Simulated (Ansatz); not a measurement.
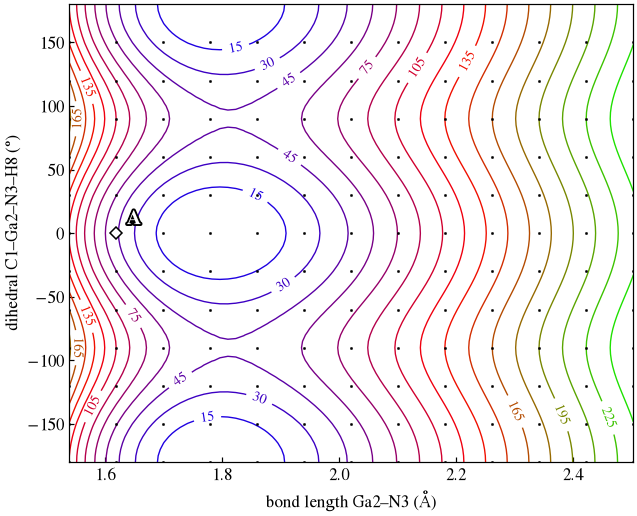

CH5FGaN, SMILES [CH3][Ga]([NH2])[F]. The first coordinate is: bond length Ga2–N3; the second: dihedral C1–Ga2–N3–H8. Nothing is relaxed (all other coordinates rigid). Grid: 13 × 12 points. Energies are in kJ/mol, from the relaxed molecule at the same level. The calculation used RKS SPW92 (LDA)/def2-TZVP (Ansatz 0.2.0).

The picture shows contour lines labelled in kJ/mol, dots at the grid points, the point A. Between grid points the surface is interpolated.

Q: Is A at rest? If not, where is it pushed?

A: A, at bond length Ga2–N3 = 1.619 Å, dihedral C1–Ga2–N3–H8 = 0°, is not a stationary point. The computed force is 640 kJ/mol for each Å towards larger values of bond length Ga2–N3 and nearly zero along dihedral C1–Ga2–N3–H8.
